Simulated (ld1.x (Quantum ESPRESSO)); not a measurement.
**In: generating and testing an ultrasoft potential**

Do these settings give a usable potential? It is generated, then checked for transferability, scattering, ghosts and hardness.

Program: ld1.x (Quantum ESPRESSO) 7.5. Reference atom: PBE, fully relativistic, spherical and spin-unpolarised. All values are calculated.

**1. Starting point**

Typed settings, in words:

* element: indium (In, Z = 49)
* type: ultrasoft
* frozen core: [Kr] 4d10
* valence charge: 3
* reference configuration: 5s2 5p1
* partial waves: 5s (bound): rcut 1.70, rcutus 2.15 bohr; 5s channel at -0.15 Ry: rcut 1.70, rcutus 2.15 bohr; 5p (bound): rcut 2.00, rcutus 2.50 bohr; 5p channel at 2.95 Ry: rcut 2.00, rcutus 2.50 bohr; 5d channel at -0.1 Ry: rcut 2.40, rcutus 2.85 bohr; 5d channel at 2.55 Ry: rcut 2.40, rcutus 2.85 bohr
* local potential: all-electron potential smoothed inside 1.80 bohr (lloc = -1)
* core correction: a·sin(br)/r model core inside 1.48 bohr
* augmentation charge: PSQ, radius 1.85 bohr

**2. Generation**

In.in

```
 &input
   title='In', zed=49., rel=2, dft='PBE', iswitch=3,
   config='[Kr] 4d10 5s2 5p1 5d-2', rel_dist='average',
   nld=5, rlderiv=3.10, eminld=-3.0, emaxld=5.0, deld=0.02
 /
 &inputp
   pseudotype=3, tm=.true., lloc=-1, rcloc=1.80,
   nlcc=.true., rcore=1.48,
   which_augfun='PSQ', rmatch_augfun=1.85,
   file_pseudopw='In.UPF', file_wfcaegen='ae.wfc', file_wfcncgen='nc.wfc', file_beta='beta', file_chi='chi', file_wfcusgen='us.wfc'
 /
6
5S  1  0   2.00   0.00  1.70  2.15  0.0
5S  1  0   0.00  -0.15  1.70  2.15  0.0
5P  2  1   1.00   0.00  2.00  2.50  0.0
5P  2  1   0.00   2.95  2.00  2.50  0.0
5D  3  2  -2.00  -0.10  2.40  2.85  0.0
5D  3  2  -2.00   2.55  2.40  2.85  0.0
 &test
   configts(1)='5s2 5p1'
 /
```

Launch:

```sh
ld1.x < In.in > In.out
```

The output, In.out (without the banner and most projector matrices):

```text
     Program LD1 v.7.5
     --------------------------- All-electron run ----------------------------

     In
     dirac relativistic calculation

     atomic number is 49.00
     dft =PBE   lsd =0 sic =0 latt =0  beta=0.20 tr2=1.0E-14
     Exchange-correlation= PBE
                           (   1   4   3   4   0   0   0)
     mesh =1241 r(mesh) = 100.30140 a.u. xmin = -7.00 dx = 0.01250
     1 Ry =  13.60569312 eV, c = 137.03599908

     n l j   nl                  e(Ry)          e(Ha)          e(eV)
     Spin orbit split results
     1 0 0.5 1S 1( 2.00)     -2038.6160     -1019.3080    -27736.7835
     2 0 0.5 2S 1( 2.00)      -305.1523      -152.5762     -4151.8088
     2 1 0.5 2P 1( 2.00)      -284.5619      -142.2810     -3871.6623
     2 1 1.5 2P 1( 4.00)      -269.0628      -134.5314     -3660.7852
     3 0 0.5 3S 1( 2.00)       -57.9083       -28.9542      -787.8828
     3 1 0.5 3P 1( 2.00)       -49.6012       -24.8006      -674.8593
     3 1 1.5 3P 1( 4.00)       -46.8017       -23.4008      -636.7689
     4 0 0.5 4S 1( 2.00)        -8.7885        -4.3942      -119.5731
     4 1 0.5 4P 1( 2.00)        -6.0766        -3.0383       -82.6761
     4 1 1.5 4P 1( 4.00)        -5.5880        -2.7940       -76.0283
     3 2 1.5 3D 1( 4.00)       -32.1148       -16.0574      -436.9448
     3 2 2.5 3D 1( 6.00)       -31.5413       -15.7707      -429.1413
     4 2 1.5 4D 1( 4.00)        -1.4060        -0.7030       -19.1301
     4 2 2.5 4D 1( 6.00)        -1.3429        -0.6714       -18.2707
     5 0 0.5 5S 1( 2.00)        -0.6032        -0.3016        -8.2068
     5 1 0.5 5P 1( 0.33)        -0.2003        -0.1002        -2.7256
     5 1 1.5 5P 1( 0.67)        -0.1784        -0.0892        -2.4267
     Averaged results
     1 0     1S 1( 2.00)     -2038.6160     -1019.3080    -27736.7835
     2 0     2S 1( 2.00)      -305.1523      -152.5762     -4151.8088
     2 1     2P 1( 6.00)      -274.2291      -137.1146     -3731.0776
     3 0     3S 1( 2.00)       -57.9083       -28.9542      -787.8828
     3 1     3P 1( 6.00)       -47.7349       -23.8674      -649.4657
     4 0     4S 1( 2.00)        -8.7885        -4.3942      -119.5731
     4 1     4P 1( 6.00)        -5.7508        -2.8754       -78.2442
     3 2     3D 1(10.00)       -31.7707       -15.8854      -432.2627
     4 2     4D 1(10.00)        -1.3681        -0.6841       -18.6145
     5 0     5S 1( 2.00)        -0.6032        -0.3016        -8.2068
     5 1     5P 1( 1.00)        -0.1857        -0.0928        -2.5263

     final scf error:  4.5E-15 reached in  26 iterations

     Etot =  -11766.435811 Ry,   -5883.217905 Ha, -160090.514789 eV

     Ekin =   12364.128477 Ry,    6182.064238 Ha,  168222.537787 eV
     Encl =  -28554.622423 Ry,  -14277.311212 Ha, -388505.429931 eV
     Eh   =    4743.903631 Ry,    2371.951816 Ha,   64544.097010 eV
     Exc  =    -319.845495 Ry,    -159.922748 Ha,   -4351.719655 eV

     normalization and overlap integrals

     s(1S/1S) =  1.000000  <r> =   0.0297  <r2> =    0.0012  r(max) =   0.0192
     s(2S/2S) =  1.000000  <r> =   0.1281  <r2> =    0.0194  r(max) =   0.1090
     s(2P/2P) =  1.000000  <r> =   0.1085  <r2> =    0.0145  r(max) =   0.0838
     s(2P/2P) =  1.000000  <r> =   0.1137  <r2> =    0.0158  r(max) =   0.0881
     s(3S/3S) =  1.000000  <r> =   0.3483  <r2> =    0.1389  r(max) =   0.3153
     s(3P/3P) =  1.000000  <r> =   0.3394  <r2> =    0.1339  r(max) =   0.3037
     s(3P/3P) =  1.000000  <r> =   0.3505  <r2> =    0.1426  r(max) =   0.3114
     s(4S/4S) =  1.000000  <r> =   0.8481  <r2> =    0.8146  r(max) =   0.7658
     s(4P/4P) =  1.000000  <r> =   0.9013  <r2> =    0.9297  r(max) =   0.7951
     s(4P/4P) =  1.000000  <r> =   0.9317  <r2> =    0.9938  r(max) =   0.8255
     s(3D/3D) =  1.000000  <r> =   0.3223  <r2> =    0.1235  r(max) =   0.2581
     s(3D/3D) =  1.000000  <r> =   0.3258  <r2> =    0.1261  r(max) =   0.2581
     s(4D/4D) =  1.000000  <r> =   1.1730  <r2> =    1.6541  r(max) =   0.9237
     s(4D/4D) =  1.000000  <r> =   1.1900  <r2> =    1.7045  r(max) =   0.9354
     s(5S/5S) =  1.000000  <r> =   2.6103  <r2> =    7.8370  r(max) =   2.1612
     s(5P/5P) =  1.000000  <r> =   3.6168  <r2> =   15.5459  r(max) =   2.7751
     s(5P/5P) =  1.000000  <r> =   3.8063  <r2> =   17.2371  r(max) =   2.9174

     ------------------------ End of All-electron run ------------------------

     --------------------- Generating US pseudopotential ---------------------

      Generating local potential from pseudized AE potential:
      Matching radius rcloc =   1.8000

      Local pseudo, rcloc= 1.792 Estimated cut-off energy=     7.81 Ry

      Computing core charge for nlcc:

       r > 1.49 : true rho core
       r < 1.49 : rho core = a sin(br)/r    a=   8.96  b=   1.76

      Integrated core pseudo-charge :  10.72

     Fully relativistic calculation: |psi|^2

     Wfc 5S LC norm =  0.99994211 SC norm =  0.00005652 missing  0.00000137

     Wfc 5P LC norm =  0.99997109 SC norm =  0.00002880 missing  0.00000011

     Wfc 5P LC norm =  0.99997409 SC norm =  0.00002291 missing  0.00000300
      Wfc-us  5S rcutus= 2.134  Estimated cut-off energy=     9.71 Ry
      Wfc-us  5S rcutus= 2.134  Estimated cut-off energy=    10.36 Ry
      Wfc-us  5P rcutus= 2.480  Estimated cut-off energy=    11.94 Ry
      Wfc-us  5P rcutus= 2.480  Estimated cut-off energy=    11.84 Ry
      Wfc-us  5P rcutus= 2.480  Estimated cut-off energy=    20.67 Ry
      Wfc-us  5P rcutus= 2.480  Estimated cut-off energy=    19.84 Ry
      Wfc-us  5D rcutus= 2.881  Estimated cut-off energy=    12.08 Ry
      Wfc-us  5D rcutus= 2.881  Estimated cut-off energy=    12.05 Ry
      Wfc-us  5D rcutus= 2.881  Estimated cut-off energy=    16.60 Ry
      Wfc-us  5D rcutus= 2.881  Estimated cut-off energy=    16.49 Ry

     Q pseudized with Bessel functions
     Expected ecutrho=     110.1940 due to l1=  2   l2=  2

     ------------------- End of pseudopotential generation -------------------

     [... the all-electron block is printed once more ...]


     Computing logarithmic derivative in   3.08623
     Computing logarithmic derivative in   3.08623
     Computing the partial wave expansion
     R is outside the sphere for l=    0 j= 0.50
     R is outside the sphere for l=    0 j= 0.50
     R is outside the sphere for l=    1 j= 0.50
     R is outside the sphere for l=    1 j= 0.50
     R is outside the sphere for l=    1 j= 1.50
     R is outside the sphere for l=    1 j= 1.50
     R is outside the sphere for l=    2 j= 1.50
     R is outside the sphere for l=    2 j= 1.50
     R is outside the sphere for l=    2 j= 2.50
     R is outside the sphere for l=    2 j= 2.50

     ---------------------- Testing the pseudopotential ----------------------

     In
     dirac relativistic calculation

     atomic number is 49.00   valence charge is  3.00
     dft =PBE   lsd =0 sic =0 latt =0  beta=0.20 tr2=1.0E-14
     mesh =1241 r(mesh) = 100.30140 xmin = -7.00 dx = 0.01250

     n l  j  nl             e AE (Ry)       e PS (Ry)    De AE-PS (Ry)
     1 0 0.5 5S   1( 2.00)       -0.60319       -0.60319        0.00000
     2 1 0.5 5P   1( 0.33)       -0.20033       -0.20033       -0.00000
     2 1 1.5 5P   1( 0.67)       -0.17836       -0.17836        0.00000

     eps = 2.3E-16  iter =  3

     Etot =  -11766.435811 Ry,   -5883.217905 Ha, -160090.514789 eV
     Etotps =   -17.539467 Ry,      -8.769734 Ha,    -238.636607 eV

     Ekin =       1.176443 Ry,       0.588221 Ha,      16.006319 eV
     Encl =      -8.030743 Ry,      -4.015371 Ha,    -109.263822 eV
     Ehrt =       2.755592 Ry,       1.377796 Ha,      37.491742 eV
     Ecxc =     -15.358154 Ry,      -7.679077 Ha,    -208.958337 eV
     (Ecc =     -13.584270 Ry,      -6.792135 Ha,    -184.823411 eV)
     Epseu=       1.917395 Ry,       0.958698 Ha,      26.087491 eV

     ---------------------- End of pseudopotential test ----------------------
```

Run time: 2.3 s. Hardware: 1 thread, shared host. (Generation and the later configuration tests together.)

**3. Testing the new file in other configurations**

In.test.in

```
 &input
   title='In', zed=49., rel=2, dft='PBE', iswitch=2,
   config='[Kr] 4d10 5s2 5p1 5d-2', rel_dist='average'
 /
 &test
   file_pseudo='In.UPF', nconf=8,
   configts(1)='5s2 5p1',
   configts(2)='5s2 5p0',
   configts(3)='5s1 5p0',
   configts(4)='5s2 5p0.5',
   configts(5)='5s0 5p3',
   configts(6)='5s2 5p1.3',
   configts(7)='5s1 5p1',
   configts(8)='5s1 5p2'
 /
```

Launch:

```sh
ld1.x < In.test.in > In.test.out
```

In.test.out, the pseudopotential blocks:

```text
     ---------------------- Testing the pseudopotential ----------------------

     In
     dirac relativistic calculation

     atomic number is 49.00   valence charge is  3.00
     dft =PBE   lsd =0 sic =0 latt =0  beta=0.20 tr2=1.0E-14
     mesh =1241 r(mesh) = 100.30140 xmin = -7.00 dx = 0.01250

     n l  j  nl             e AE (Ry)       e PS (Ry)    De AE-PS (Ry)
     1 0 0.5 5S   1( 2.00)       -0.60319       -0.60319        0.00000
     2 1 0.5 5P   1( 0.33)       -0.20033       -0.20033       -0.00000
     2 1 1.5 5P   1( 0.67)       -0.17836       -0.17836        0.00000

     eps = 2.3E-16  iter =  3

     Etot =  -11766.435811 Ry,   -5883.217905 Ha, -160090.514789 eV
     Etotps =   -17.539467 Ry,      -8.769734 Ha,    -238.636607 eV

     Ekin =       1.176443 Ry,       0.588221 Ha,      16.006319 eV
     Encl =      -8.030743 Ry,      -4.015371 Ha,    -109.263822 eV
     Ehrt =       2.755592 Ry,       1.377796 Ha,      37.491742 eV
     Ecxc =     -15.358154 Ry,      -7.679077 Ha,    -208.958337 eV
     (Ecc =     -13.584270 Ry,      -6.792135 Ha,    -184.823411 eV)
     Epseu=       1.917395 Ry,       0.958698 Ha,      26.087491 eV

     ---------------------- End of pseudopotential test ----------------------

     ---------------------- Testing the pseudopotential ----------------------

     In
     [...]
     n l  j  nl             e AE (Ry)       e PS (Ry)    De AE-PS (Ry)
     1 0 0.5 5S   1( 2.00)       -1.09679       -1.10253        0.00575  !
     2 1 0.5 5P   1( 0.00)       -0.64137       -0.64501        0.00364
     2 1 1.5 5P   1( 0.00)       -0.61011       -0.61351        0.00340

     eps = 4.9E-15  iter =  5

     Etot =  -11766.040837 Ry,   -5883.020419 Ha, -160085.140901 eV
     Etotps =   -17.143285 Ry,      -8.571643 Ha,    -233.246279 eV
     dEtot_ae =       0.394974 Ry
     dEtot_ps =       0.396182 Ry,   Delta E=      -0.001208 Ry

     [...]
     ---------------------- End of pseudopotential test ----------------------

     ---------------------- Testing the pseudopotential ----------------------

     In
     [...]
     n l  j  nl             e AE (Ry)       e PS (Ry)    De AE-PS (Ry)
     1 0 0.5 5S   1( 1.00)       -1.73951       -1.76916        0.02964  !
     2 1 0.5 5P   1( 0.00)       -1.22118       -1.24250        0.02132  !
     2 1 1.5 5P   1( 0.00)       -1.17862       -1.19896        0.02035  !

     eps = 4.7E-15  iter =  5

     Etot =  -11764.627093 Ry,   -5882.313546 Ha, -160065.905928 eV
     Etotps =   -15.712996 Ry,      -7.856498 Ha,    -213.786197 eV
     dEtot_ae =       1.808718 Ry
     dEtot_ps =       1.826471 Ry,   Delta E=      -0.017754 Ry

     [...]
     ---------------------- End of pseudopotential test ----------------------

     ---------------------- Testing the pseudopotential ----------------------

     In
     [...]
     n l  j  nl             e AE (Ry)       e PS (Ry)    De AE-PS (Ry)
     1 0 0.5 5S   1( 2.00)       -0.83718       -0.83897        0.00179
     2 1 0.5 5P   1( 0.17)       -0.40862       -0.40962        0.00099
     2 1 1.5 5P   1( 0.33)       -0.38210       -0.38301        0.00090

     eps = 1.9E-18  iter =  7

     Etot =  -11766.292847 Ry,   -5883.146424 Ha, -160088.569674 eV
     Etotps =   -17.396319 Ry,      -8.698159 Ha,    -236.688974 eV
     dEtot_ae =       0.142963 Ry
     dEtot_ps =       0.143148 Ry,   Delta E=      -0.000185 Ry

     [...]
     ---------------------- End of pseudopotential test ----------------------

     ---------------------- Testing the pseudopotential ----------------------

     In
     [...]
     n l  j  nl             e AE (Ry)       e PS (Ry)    De AE-PS (Ry)
     1 0 0.5 5S   1( 0.00)       -0.73884       -0.74735        0.00850  !
     2 1 0.5 5P   1( 1.00)       -0.30066       -0.30351        0.00284
     2 1 1.5 5P   1( 2.00)       -0.27311       -0.27534        0.00223

     eps = 5.5E-15  iter =  9

     Etot =  -11765.559644 Ry,   -5882.779822 Ha, -160078.593935 eV
     Etotps =   -16.657087 Ry,      -8.328544 Ha,    -226.631215 eV
     dEtot_ae =       0.876167 Ry
     dEtot_ps =       0.882380 Ry,   Delta E=      -0.006213 Ry

     [...]
     ---------------------- End of pseudopotential test ----------------------

     ---------------------- Testing the pseudopotential ----------------------

     In
     [...]
     n l  j  nl             e AE (Ry)       e PS (Ry)    De AE-PS (Ry)
     1 0 0.5 5S   1( 2.00)       -0.48021       -0.47987       -0.00034
     2 1 0.5 5P   1( 0.43)       -0.09149       -0.09138       -0.00011
     2 1 1.5 5P   1( 0.87)       -0.07221       -0.07212       -0.00009

     eps = 5.5E-15  iter =  7

     Etot =  -11766.475092 Ry,   -5883.237546 Ha, -160091.049247 eV
     Etotps =   -17.578726 Ry,      -8.789363 Ha,    -239.170751 eV
     dEtot_ae =      -0.039282 Ry
     dEtot_ps =      -0.039259 Ry,   Delta E=      -0.000023 Ry

     [...]
     ---------------------- End of pseudopotential test ----------------------

     ---------------------- Testing the pseudopotential ----------------------

     In
     [...]
     n l  j  nl             e AE (Ry)       e PS (Ry)    De AE-PS (Ry)
     1 0 0.5 5S   1( 1.00)       -1.16878       -1.18066        0.01188  !
     2 1 0.5 5P   1( 0.33)       -0.70017       -0.70718        0.00702  !
     2 1 1.5 5P   1( 0.67)       -0.66682       -0.67327        0.00645  !

     eps = 5.4E-15  iter =  7

     Etot =  -11765.557273 Ry,   -5882.778636 Ha, -160078.561674 eV
     Etotps =   -16.655956 Ry,      -8.327978 Ha,    -226.615827 eV
     dEtot_ae =       0.878538 Ry
     dEtot_ps =       0.883511 Ry,   Delta E=      -0.004973 Ry

     [...]
     ---------------------- End of pseudopotential test ----------------------

     ---------------------- Testing the pseudopotential ----------------------

     In
     [...]
     n l  j  nl             e AE (Ry)       e PS (Ry)    De AE-PS (Ry)
     1 0 0.5 5S   1( 1.00)       -0.67570       -0.68001        0.00431
     2 1 0.5 5P   1( 0.67)       -0.25374       -0.25512        0.00138
     2 1 1.5 5P   1( 1.33)       -0.22877       -0.22985        0.00108

     eps = 7.3E-15  iter =  7

     Etot =  -11766.007418 Ry,   -5883.003709 Ha, -160084.686210 eV
     Etotps =   -17.109482 Ry,      -8.554741 Ha,    -232.786365 eV
     dEtot_ae =       0.428393 Ry
     dEtot_ps =       0.429985 Ry,   Delta E=      -0.001592 Ry

     [...]
     ---------------------- End of pseudopotential test ----------------------
```

The tests as a table, with energies relative to 5s2 5p1.

| valence configuration | charge | ΔE all-electron (eV) | error AE − PS (meV) |
| --- | --- | --- | --- |
| 5s2 5p0 | +1 | 5.374 | -16 |
| 5s1 5p0 | +2 | 24.609 | -242 |
| 5s2 5p0.5 | +0.5 | 1.945 | -2.5 |
| 5s0 5p3 | 0 | 11.921 | -85 |
| 5s2 5p1.3 | -0.3 | -0.534 | -0.3 |
| 5s1 5p1 | +1 | 11.953 | -68 |
| 5s1 5p2 | 0 | 5.829 | -22 |

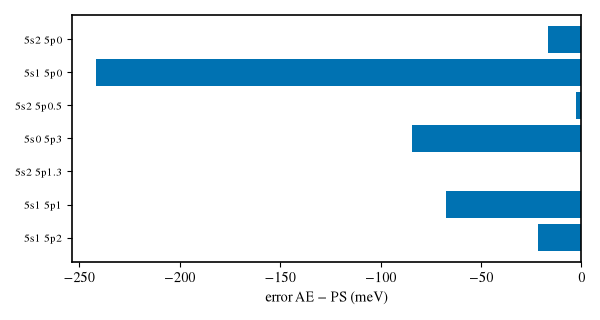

Error of the potential in each test configuration.

**4. Scattering by logarithmic derivatives**

Taken from the files of the generation run. The phase is arctan(r·u′/u) with u = r·R, unwrapped, with energies in Ry. A pole is an energy at which the radial function vanishes at the test radius. The pseudo phase is shifted by a multiple of π to meet the all-electron one at the reference energy. Levels narrower than the energy grid can be missing from the poles. Where the grid stepped over a known ghost or core level, its pole and its step of π were put in at the level's energy. The last column is the largest difference on the grid between −1 and +1 Ry.

| channel | radius (bohr) | reference (Ry) | poles AE | poles PS | window around the reference with phases within 0.05 rad (Ry) | largest difference near zero (rad) |
| --- | --- | --- | --- | --- | --- | --- |
| s | 3.09 | -0.60 | 0.15 | 0.15 | the whole range | 0.000 |
| p1/2 | 3.09 | -0.20 | 1.02 | 1.02 | the whole range | 0.000 |
| p3/2 | 3.09 | -0.18 | 1.16 | 1.15 | the whole range | 0.000 |
| d3/2 | 3.09 | -0.10 | -1.37, 2.86 | 2.87 | -1.1 to 0.0 | 0.149 |
| d5/2 | 3.09 | -0.10 | -1.30, 2.90 | -0.17, 2.90 | -0.2 to 0.6 | 3.131 |

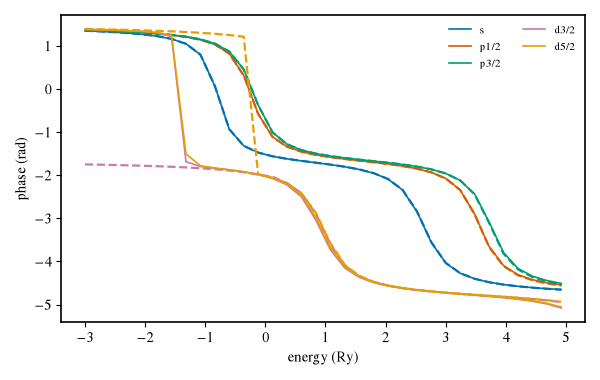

All-electron (solid) and pseudo (dashed) phases against energy.

**5. Plane-wave convergence, by spherical Bessel functions**

This step uses the generator's waves and projectors in a separate script. Basis: spherical Bessel functions vanishing at 20 bohr, q² up to the cutoff; potential fixed at the reference.

All-electron valence levels (Ry): 5s -0.6032, 5p1/2 -0.2003, 5p3/2 -0.1784. The lowest levels of each channel (Ry) by cutoff; the last column sums, over occupied levels, occupation times the distance from the level at 400 Ry. A positive value at high cutoff is not a bound level.

```
cutoff (Ry)     s #1  p1/2 #1  p3/2 #1  d3/2 #1  d5/2 #1    f #1  Σ f·Δε (mRy)
          6  -0.5987  -0.2002  -0.1783   0.0428   0.0429  0.0988           9.2
          8  -0.6025  -0.2003  -0.1783   0.0428   0.0429  0.0988           1.4
         10  -0.6030  -0.2003  -0.1783   0.0427   0.0429  0.0988           0.4
         12  -0.6030  -0.2003  -0.1783   0.0427   0.0428  0.0988           0.4
         15  -0.6031  -0.2003  -0.1784   0.0427   0.0426  0.0988           0.3
        400  -0.6032  -0.2003  -0.1784   0.0423  -0.1710  0.0988           0.0
```

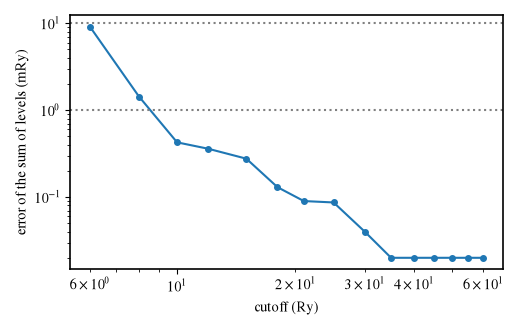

Occupation-weighted error of the valence levels against the cutoff; the dotted lines mark 10 and 1 mRy.

The sum stays within 10 mRy from 6 Ry or less and within 1 mRy from 10 Ry. The sum leaves out empty levels, which can need more. Ghost test: ghost state, bound below the all-electron valence or empty levels of the same l: d5/2 at -2.33 eV.

**6. What came out**

| quantity | value |
| --- | --- |
| cutoffs for 10 and 1 mRy, occupied levels | 6 Ry or less and 10 Ry |
| bound ghosts | d5/2 at -2.33 eV |
| largest test error (AE − PS) | -242 meV, for 5s1 5p0 |
| largest phase difference near zero energy, channels read | 3.131 rad |
| lowest eigenvalue of the overlap (Bessel basis) | 0.380 (s) |
| density cutoff estimated by the generator | 110 Ry |

In words: A bound ghost (d5/2) makes it unfit for use: electrons can fall into a state that the atom doesn't have. By total energies transferability is poor: the largest error is 242 meV on 24.6 eV, for 5s1 5p0. By its cutoff, 6 Ry or less for the looser tolerance, it is soft on the atom at that tolerance. The slowest occupied level is 5s: taken alone it needs 8 Ry to come within 1 mRy, against 6 Ry or less for 5p. Of the channels read, d5/2 scatters worst near zero energy, by up to 3.13 rad. A step near π is an extra or missing state, not a misfit of shape. The pseudo curves have a pole with no partner nearby in the atom's: d5/2 at -0.17 Ry.
